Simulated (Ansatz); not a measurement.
# H2, FH, H3N and more: relaxing the atoms, harmonic vibrations and batch of species

Aim: for H2, FH, H3N and more, 16 runs in a chain (relaxing the atoms, harmonic vibrations and batch of species).

Method: CCSD(T) on Hartree-Fock, Gaussian basis cc-pVTZ, and further levels as typed in the inputs, in Ansatz 0.2.0.

## 1. Starting point

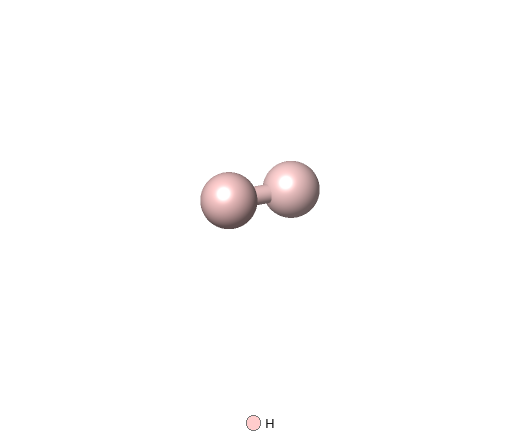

Start, viewed from a chosen angle; hydrogen pink.

Coordinates:

```xyz
2

H     0.0000    0.0000    0.0000
H     0.0000    0.0000    0.7410
```

## 2. Relaxing the atoms: H2

File input.yaml:

```yaml
relax:
  f_tol: 0.001
  max_steps: 200
crystal:
  periodic: [false, false, false]
  atoms:
    - { symbol: H, position_ang: [0.0, 0.0, 0.0] }
    - { symbol: H, position_ang: [0.0, 0.0, 0.741] }
basis:
  gaussian: { orbitals: cc-pVTZ }
hamiltonian:
  xc: hf
correlation:
  method: ccsd_t
scf:
  omitted_lower_state_checks: [cluster_reference]
```

Started as:

```console
$ ansatz run input.yaml --threads 4 --pin off --max-ram 14336MiB --backend cpu --events-out ev --progress --plain --runs-dir out
```

Log, cut to the lines that bear on the results:

```text
Warning: RAYON_NUM_THREADS=4 ignored (pool sized by the plan → 4); use --threads N
[...]
Functional definition: HF
[...]
167 factors; integrals over basis functions are off by at most 2.3e-4 eV
[...]
mean field -30.82938884 eV, -1.1329591430 hartree, gradient 1.1e-6 eV, S^2 0.000000; 0 other end points of the search recorded, 0 dependent functions left out
reference -30.82938884 eV, -1.1329591430 hartree; 1, 1 occupied and 27, 27 virtual orbitals, 167 factors
second order -0.86204660 eV of doubles, -0.00000000 eV of singles
cycle   1  -1.00628535 eV  change   -1.4e-1 eV  update   2.6e-2
[...]
perturbative correction -0.00000000 eV, -0.0000000000 hartree
[...]
relax step   1: F+E_penalty+E_count = -31.90086116 eV  Δ(F+E_penalty+E_count) = +0.000e0 eV  max|allowed force component| = 5.878e-2 eV/Å  Δτ_max = 0.0000 Å  (25 SCF iters, accepted)
[...]
relax step   2: F+E_penalty+E_count = -31.90090878 eV  Δ(F+E_penalty+E_count) = -4.762e-5 eV  max|allowed force component| = 2.915e-3 eV/Å  Δτ_max = 0.0008 Å  (17 SCF iters, accepted)
[...]
relax step   3: F+E_penalty+E_count = -31.90090903 eV  Δ(F+E_penalty+E_count) = -2.436e-7 eV  max|allowed force component| = 4.934e-6 eV/Å  Δτ_max = 0.0000 Å  (16 SCF iters, accepted)
[...]
167 factors; integrals over basis functions are off by at most 2.2e-4 eV
[...]
mean field -30.82893205 eV, -1.1329423562 hartree, gradient 3.0e-7 eV, S^2 0.000000; 1 other end points of the search recorded, 0 dependent functions left out
reference -30.82893205 eV, -1.1329423562 hartree; 1, 1 occupied and 27, 27 virtual orbitals, 167 factors
second order -0.86221249 eV of doubles, -0.00000000 eV of singles
[...]
cycle   7  -1.07197698 eV  change    6.0e-7 eV  update   4.1e-7
[...]
perturbative correction 0.00000000 eV, 0.0000000000 hartree
[...]
Total energy: -31.90090903 eV, -1.1723367835 hartree
Atom 0 at    -0.000000    -0.000000    -0.000811 Å, force    -0.000000     0.000000    -0.000005 eV/Å
Atom 1 at     0.000000     0.000000     0.741811 Å, force    -0.000000    -0.000000     0.000005 eV/Å
Dipole moment:     0.000000     0.000000     0.000000 e Å
Checks for a lower state left out: cluster_reference
```

Wall time 0.56 s (4 threads of Intel Xeon Platinum 8488C (Sapphire Rapids), shared host); peak memory 0.094 GiB.

Relaxation path:

| step | E - E(step 1) (eV) | largest force component (eV/Å) |
| --- | --- | --- |
| 1 | 0.0000 | 0.0588 |
| 2 | 0.0000 | 0.0029 |
| 3 | 0.0000 | 0.0000 |

Step 1 is the start.

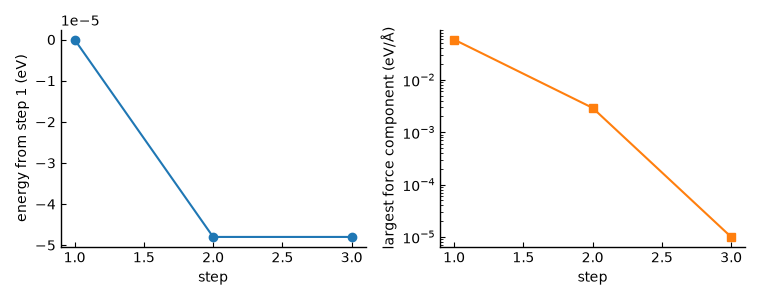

Energy and largest force along the relaxation.

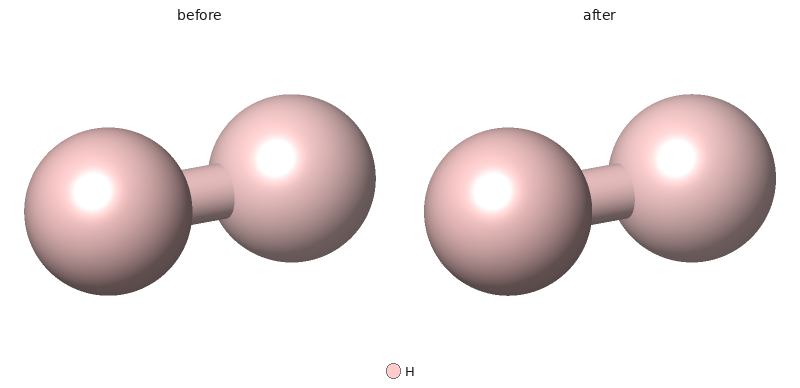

The structure before (left) and after (right) the relaxation, drawn at the same scale. The change is too small to see at this scale.

Before: Bond lengths: H1–H2 0.741 Å.

After: Bond lengths: H1–H2 0.743 Å.

## 3. Harmonic vibrations

It takes the final geometry of step 2.

File input.yaml:

```yaml
crystal:
  periodic: [false, false, false]
  atoms:
    - { symbol: H, position_ang: [0.0, 0.0, -0.00081137] }
    - { symbol: H, position_ang: [0.0, 0.0, 0.74181137] }
basis:
  gaussian: { orbitals: cc-pVTZ }
hamiltonian:
  xc: hf
correlation:
  method: ccsd_t
scf:
  omitted_lower_state_checks: [cluster_reference]
phonons: {}
```

Started as:

```console
$ ansatz run input.yaml --threads 4 --pin off --max-ram 14336MiB --backend cpu --events-out ev --progress --plain --runs-dir out
```

Log, cut to the lines that bear on the results:

```text
Warning: RAYON_NUM_THREADS=4 ignored (pool sized by the plan → 4); use --threads N
[...]
Functional definition: HF
[...]
167 factors; integrals over basis functions are off by at most 2.2e-4 eV
[...]
mean field -30.82893205 eV, -1.1329423563 hartree, gradient 1.1e-6 eV, S^2 0.000000; 0 other end points of the search recorded, 0 dependent functions left out
reference -30.82893205 eV, -1.1329423563 hartree; 1, 1 occupied and 27, 27 virtual orbitals, 167 factors
second order -0.86221250 eV of doubles, -0.00000000 eV of singles
cycle   1  -1.00658418 eV  change   -1.4e-1 eV  update   2.6e-2
[...]
perturbative correction 0.00000000 eV, 0.0000000000 hartree
[...]
167 factors; integrals over basis functions are off by at most 2.2e-4 eV
[...]
mean field -30.82893074 eV, -1.1329423081 hartree, gradient 1.4e-7 eV, S^2 0.000000; 0 other end points of the search recorded, 0 dependent functions left out
[...]
second order -0.86195735 eV of doubles, -0.00000000 eV of singles
[...]
perturbative correction -0.00000000 eV, -0.0000000000 hartree
[...]
167 factors; integrals over basis functions are off by at most 2.2e-4 eV
mean field -30.82803782 eV, -1.1329094941 hartree, gradient 6.0e-7 eV, S^2 0.000000; 0 other end points of the search recorded, 0 dependent functions left out
reference -30.82803782 eV, -1.1329094941 hartree; 1, 1 occupied and 27, 27 virtual orbitals, 167 factors
second order -0.86247015 eV of doubles, -0.00000000 eV of singles
[...]
cycle   7  -1.07275899 eV  change    7.5e-7 eV  update   4.2e-7
[...]
perturbative correction -0.00000000 eV, -0.0000000000 hartree
[...]
Total energy: -31.90090904 eV, -1.1723367841 hartree
Atom 0 at     0.000000     0.000000    -0.000811 Å, force     0.000000     0.000000    -0.000005 eV/Å
Atom 1 at     0.000000     0.000000     0.741811 Å, force    -0.000000    -0.000000     0.000005 eV/Å
Dipole moment:     0.000000     0.000000     0.000000 e Å
Vibrations: 4409.10 cm⁻¹, zero-point energy 0.273329 eV
Checks for a lower state left out: cluster_reference
```

It took 0.62 s on 4 threads of Intel Xeon Platinum 8488C (Sapphire Rapids), shared host; peak memory 0.096 GiB.

Harmonic frequencies from the force constants, with rigid motions projected out (i: imaginary):

```
mode  cm⁻¹
   1  4409
```

## 4. Relaxing the atoms: FH

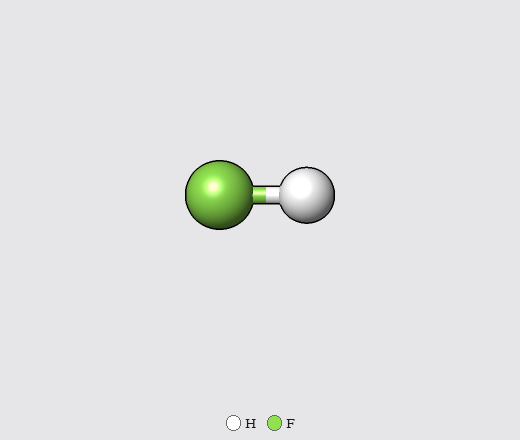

The structure of this step (hydrogen white, fluorine green).

File input.yaml:

```yaml
relax:
  f_tol: 0.001
  max_steps: 200
crystal:
  periodic: [false, false, false]
  atoms:
    - { symbol: H, position_ang: [0.0, 0.0, 0.0] }
    - { symbol: F, position_ang: [0.0, 0.0, 0.917] }
basis:
  gaussian: { orbitals: cc-pVTZ }
hamiltonian:
  xc: hf
correlation:
  method: ccsd_t
scf:
  omitted_lower_state_checks: [cluster_reference]
```

Started as:

```console
$ ansatz run input.yaml --threads 4 --pin off --max-ram 14336MiB --backend cpu --events-out ev --progress --plain --runs-dir out
```

Log, cut to the lines that bear on the results:

```text
Warning: RAYON_NUM_THREADS=4 ignored (pool sized by the plan → 4); use --threads N
[...]
Functional definition: HF
[...]
311 factors; integrals over basis functions are off by at most 3.7e-4 eV
[...]
mean field -2722.71719528 eV, -100.0580114026 hartree, gradient 3.2e-6 eV, S^2 0.000000; 0 other end points of the search recorded, 0 dependent functions left out
1 core orbitals not correlated: weight in the atoms' cores, before any rotation towards them, 1.000 or more for the frozen orbitals, at most 0.000 for the correlated occupied ones
reference -2722.71719528 eV, -100.0580114026 hartree; 4, 4 occupied and 39, 39 virtual orbitals, 311 factors
second order -7.39533436 eV of doubles, -0.00000000 eV of singles
cycle   1  -7.32620688 eV  change    6.9e-2 eV  update   3.5e-2
[...]
perturbative correction -0.17323438 eV, -0.0063662460 hartree
[...]
311 factors; integrals over basis functions are off by at most 3.7e-4 eV
[...]
mean field -2722.71688876 eV, -100.0580001380 hartree, gradient 1.9e-6 eV, S^2 0.000000; 1 other end points of the search recorded, 0 dependent functions left out
1 core orbitals not correlated: weight in the atoms' cores, before any rotation towards them, 1.000 or more for the frozen orbitals, at most 0.000 for the correlated occupied ones
reference -2722.71688876 eV, -100.0580001380 hartree; 4, 4 occupied and 39, 39 virtual orbitals, 311 factors
second order -7.39565382 eV of doubles, -0.00000000 eV of singles
[...]
cycle   8  -7.45561706 eV  change   -7.1e-7 eV  update   2.5e-6
[...]
perturbative correction -0.17326521 eV, -0.0063673789 hartree
[...]
Total energy: -2730.34577102 eV, -100.3383563903 hartree
Atom 0 at     0.000000    -0.000000    -0.000121 Å, force     0.000000    -0.000000    -0.000002 eV/Å
Atom 1 at    -0.000000     0.000000     0.917121 Å, force    -0.000000     0.000000     0.000001 eV/Å
Dipole moment:    -0.000000     0.000000    -0.376422 e Å
Checks for a lower state left out: cluster_reference
```

Wall time 1.4 s (4 threads of Intel Xeon Platinum 8488C (Sapphire Rapids), shared host); peak memory 0.13 GiB.

The steps of the relaxation:

| step | E - E(step 1) (eV) | largest force component (eV/Å) |
| --- | --- | --- |
| 1 | 0.0000 | 0.0149 |
| 2 | 0.0000 | 0.0029 |
| 3 | 0.0000 | 0.0000 |

Step 1 is the start.

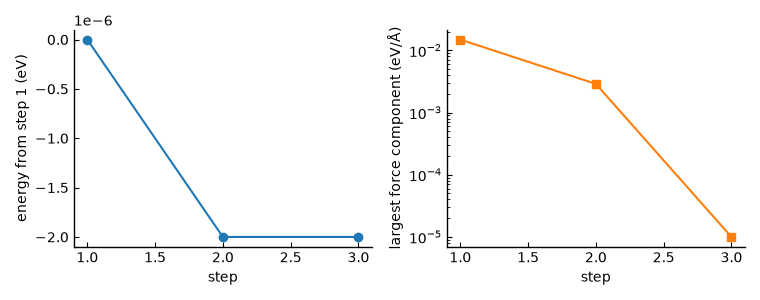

Energy and largest force along the relaxation.

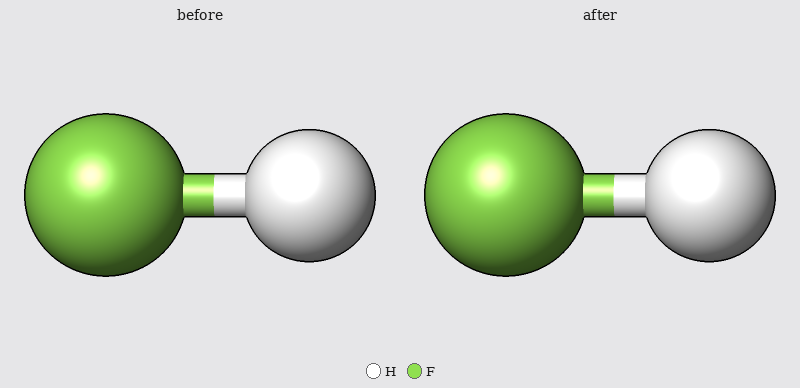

Before and after, at one scale. The change is too small to see at this scale.

Before: Bond lengths: H1–F2 0.917 Å.

After: Bond lengths: H1–F2 0.917 Å.

## 5. Harmonic vibrations

It takes the final geometry of step 4.

File input.yaml:

```yaml
crystal:
  periodic: [false, false, false]
  atoms:
    - { symbol: H, position_ang: [0.0, 0.0, -0.00012107] }
    - { symbol: F, position_ang: [0.0, 0.0, 0.91712107] }
basis:
  gaussian: { orbitals: cc-pVTZ }
hamiltonian:
  xc: hf
correlation:
  method: ccsd_t
scf:
  omitted_lower_state_checks: [cluster_reference]
phonons: {}
```

Started as:

```console
$ ansatz run input.yaml --threads 4 --pin off --max-ram 14336MiB --backend cpu --events-out ev --progress --plain --runs-dir out
```

Log, cut to the lines that bear on the results:

```text
Warning: RAYON_NUM_THREADS=4 ignored (pool sized by the plan → 4); use --threads N
[...]
Functional definition: HF
[...]
311 factors; integrals over basis functions are off by at most 3.7e-4 eV
[...]
mean field -2722.71688877 eV, -100.0580001384 hartree, gradient 3.2e-6 eV, S^2 0.000000; 0 other end points of the search recorded, 0 dependent functions left out
1 core orbitals not correlated: weight in the atoms' cores, before any rotation towards them, 1.000 or more for the frozen orbitals, at most 0.000 for the correlated occupied ones
reference -2722.71688877 eV, -100.0580001384 hartree; 4, 4 occupied and 39, 39 virtual orbitals, 311 factors
second order -7.39565382 eV of doubles, -0.00000000 eV of singles
cycle   1  -7.32643533 eV  change    6.9e-2 eV  update   3.5e-2
[...]
perturbative correction -0.17326520 eV, -0.0063673788 hartree
[...]
311 factors; integrals over basis functions are off by at most 3.7e-4 eV
[...]
mean field -2722.71987879 eV, -100.0581100196 hartree, gradient 1.6e-6 eV, S^2 0.000000; 0 other end points of the search recorded, 0 dependent functions left out
1 core orbitals not correlated: weight in the atoms' cores, before any rotation towards them, 1.000 or more for the frozen orbitals, at most 0.000 for the correlated occupied ones
reference -2722.71987879 eV, -100.0581100196 hartree; 4, 4 occupied and 39, 39 virtual orbitals, 311 factors
second order -7.39235454 eV of doubles, -0.00000000 eV of singles
[...]
cycle   8  -7.45275237 eV  change   -1.1e-6 eV  update   2.5e-6
[...]
perturbative correction -0.17294726 eV, -0.0063556944 hartree
[...]
Total energy: -2730.34577097 eV, -100.3383563884 hartree
Atom 0 at     0.000000     0.000000    -0.000121 Å, force    -0.000000    -0.000000    -0.000002 eV/Å
Atom 1 at     0.000000     0.000000     0.917121 Å, force    -0.000000     0.000000     0.000002 eV/Å
Dipole moment:     0.000000     0.000000    -0.376422 e Å
Vibrations: 4177.15 cm⁻¹, zero-point energy 0.258951 eV
Checks for a lower state left out: cluster_reference
```

Run time: 4 s. Hardware: 4 threads of Intel Xeon Platinum 8488C (Sapphire Rapids), shared host; peak memory 0.13 GiB.

Harmonic frequencies from the force constants, with rigid motions projected out (i: imaginary):

```csv
mode,cm⁻¹
1,4178
```

## 6. Relaxing the atoms: H3N

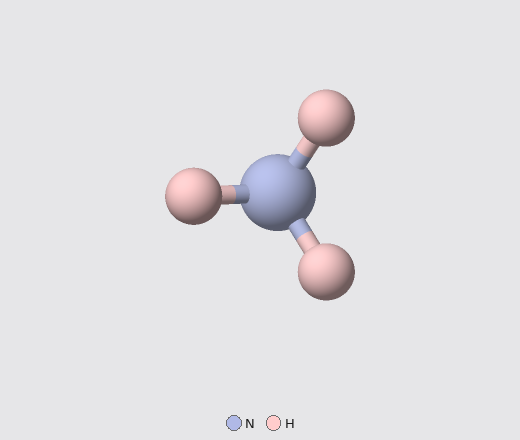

The structure of this step (nitrogen light blue, hydrogen pink).

File input.yaml:

```yaml
relax:
  f_tol: 0.001
  max_steps: 200
crystal:
  periodic: [false, false, false]
  atoms:
    - { symbol: "N", position_ang: [0.0, 0.0, 0.0] }
    - { symbol: H, position_ang: [0.93753, 0.0, -0.381028] }
    - { symbol: H, position_ang: [-0.468765, 0.811924, -0.381028] }
    - { symbol: H, position_ang: [-0.468765, -0.811924, -0.381028] }
basis:
  gaussian: { orbitals: cc-pVTZ }
hamiltonian:
  xc: hf
correlation:
  method: ccsd_t
scf:
  omitted_lower_state_checks: [cluster_reference]
```

Started as:

```console
$ ansatz run input.yaml --threads 4 --pin off --max-ram 14336MiB --backend cpu --events-out ev --progress --plain --runs-dir out
```

Log, cut to the lines that bear on the results:

```text
Warning: RAYON_NUM_THREADS=4 ignored (pool sized by the plan → 4); use --threads N
[...]
Functional definition: HF
[...]
475 factors; integrals over basis functions are off by at most 2.2e-4 eV
[...]
mean field -1529.76592414 eV, -56.2178607997 hartree, gradient 1.7e-6 eV, S^2 0.000000; 0 other end points of the search recorded, 0 dependent functions left out
1 core orbitals not correlated: weight in the atoms' cores, before any rotation towards them, 1.000 or more for the frozen orbitals, at most 0.000 for the correlated occupied ones
reference -1529.76592414 eV, -56.2178607997 hartree; 4, 4 occupied and 67, 67 virtual orbitals, 475 factors
second order -6.39729498 eV of doubles, -0.00000000 eV of singles
cycle   1  -6.58706678 eV  change   -1.9e-1 eV  update   3.8e-2
[...]
perturbative correction -0.20773540 eV, -0.0076341351 hartree
[...]
1 core orbitals not correlated: weight in the atoms' cores, before any rotation towards them, 1.000 or more for the frozen orbitals, at most 0.000 for the correlated occupied ones
reference -1529.75939314 eV, -56.2176207898 hartree; 4, 4 occupied and 67, 67 virtual orbitals, 475 factors
second order -6.40429807 eV of doubles, -0.00000000 eV of singles
[...]
cycle   9  -6.74575615 eV  change    3.9e-6 eV  update   1.5e-6
[...]
perturbative correction -0.20883724 eV, -0.0076746271 hartree
[...]
Total energy: -1536.71398653 eV, -56.4731973828 hartree
Atom 0 at    -0.000000    -0.000000     0.012340 Å, force     0.000006    -0.000000    -0.000669 eV/Å
Atom 1 at     0.932953     0.000000    -0.385141 Å, force     0.000470     0.000000     0.000225 eV/Å
Atom 2 at    -0.466477     0.807961    -0.385141 Å, force    -0.000238     0.000413     0.000222 eV/Å
Atom 3 at    -0.466477    -0.807961    -0.385141 Å, force    -0.000238    -0.000413     0.000222 eV/Å
Dipole moment:    -0.000000    -0.000000    -0.336550 e Å
Checks for a lower state left out: cluster_reference
```

Wall time 6.3 s (4 threads of Intel Xeon Platinum 8488C (Sapphire Rapids), shared host); peak memory 0.27 GiB.

The steps of the relaxation:

```csv
step,energy from step 1 (eV),largest force component (eV/Å)
1,0.0000,0.2012
2,-0.0010,0.1327
3,-0.0016,0.0440
4,-0.0016,0.0286
5,-0.0016,0.0007
```

Step 1 is the start.

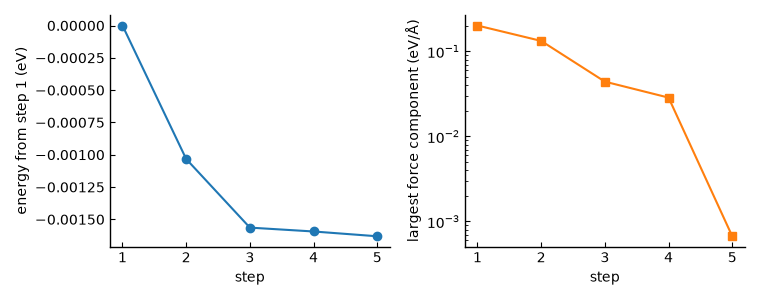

Energy and largest force along the relaxation.

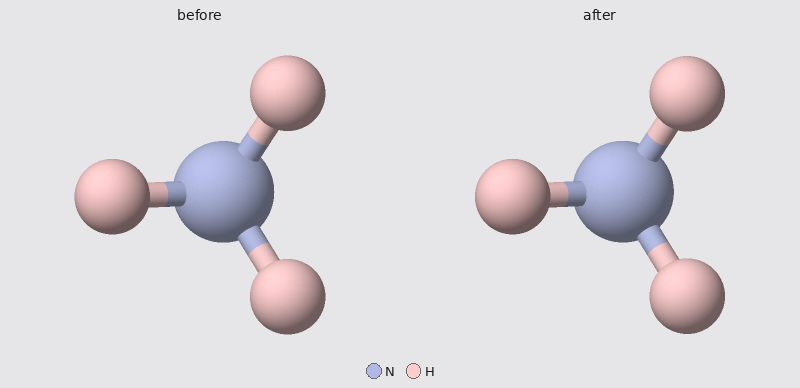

The structure before (left) and after (right) the relaxation, drawn at the same scale. The change is too small to see at this scale.

Before: Bond lengths: N1–H2 1.012 Å, N1–H3 1.012 Å, N1–H4 1.012 Å. Angles: H2–N1–H3 106.7°, H2–N1–H4 106.7°, H3–N1–H4 106.7°.

After: Bond lengths: N1–H2 1.014 Å, N1–H3 1.014 Å, N1–H4 1.014 Å. Angles: H2–N1–H3 105.6°, H2–N1–H4 105.6°, H3–N1–H4 105.6°.

## 7. Harmonic vibrations

It takes the final geometry of step 6.

File input.yaml:

```yaml
crystal:
  periodic: [false, false, false]
  atoms:
    - { symbol: "N", position_ang: [-2.0e-08, 0.0, 0.0123404] }
    - { symbol: H, position_ang: [0.93295325, 0.0, -0.38514147] }
    - { symbol: H, position_ang: [-0.46647661, 0.80796104, -0.38514146] }
    - { symbol: H, position_ang: [-0.46647661, -0.80796104, -0.38514146] }
basis:
  gaussian: { orbitals: cc-pVTZ }
hamiltonian:
  xc: hf
correlation:
  method: ccsd_t
scf:
  omitted_lower_state_checks: [cluster_reference]
phonons: {}
```

Started as:

```console
$ ansatz run input.yaml --threads 4 --pin off --max-ram 14336MiB --backend cpu --events-out ev --progress --plain --runs-dir out
```

Log, cut to the lines that bear on the results:

```text
Warning: RAYON_NUM_THREADS=4 ignored (pool sized by the plan → 4); use --threads N
[...]
Functional definition: HF
[...]
475 factors; integrals over basis functions are off by at most 2.2e-4 eV
[...]
mean field -1529.75939314 eV, -56.2176207898 hartree, gradient 1.6e-6 eV, S^2 0.000000; 0 other end points of the search recorded, 0 dependent functions left out
1 core orbitals not correlated: weight in the atoms' cores, before any rotation towards them, 1.000 or more for the frozen orbitals, at most 0.000 for the correlated occupied ones
reference -1529.75939314 eV, -56.2176207898 hartree; 4, 4 occupied and 67, 67 virtual orbitals, 475 factors
second order -6.40429809 eV of doubles, -0.00000000 eV of singles
cycle   1  -6.59294376 eV  change   -1.9e-1 eV  update   3.9e-2
[...]
perturbative correction -0.20883725 eV, -0.0076746273 hartree
[...]
475 factors; integrals over basis functions are off by at most 2.2e-4 eV
[...]
1 core orbitals not correlated: weight in the atoms' cores, before any rotation towards them, 1.000 or more for the frozen orbitals, at most 0.000 for the correlated occupied ones
reference -1529.76056170 eV, -56.2176637335 hartree; 4, 4 occupied and 67, 67 virtual orbitals, 475 factors
second order -6.40322859 eV of doubles, -0.00000000 eV of singles
[...]
cycle   9  -6.74464144 eV  change    3.9e-6 eV  update   1.5e-6
[...]
perturbative correction -0.20866089 eV, -0.0076681461 hartree
[...]
475 factors; integrals over basis functions are off by at most 2.2e-4 eV
[...]
mean field -1529.75993588 eV, -56.2176407350 hartree, gradient 6.9e-6 eV, S^2 0.000000; 0 other end points of the search recorded, 0 dependent functions left out
1 core orbitals not correlated: weight in the atoms' cores, before any rotation towards them, 1.000 or more for the frozen orbitals, at most 0.000 for the correlated occupied ones
reference -1529.75993588 eV, -56.2176407350 hartree; 4, 4 occupied and 67, 67 virtual orbitals, 475 factors
second order -6.40382046 eV of doubles, -0.00000000 eV of singles
```

(Part 1 of 2 ends here.)
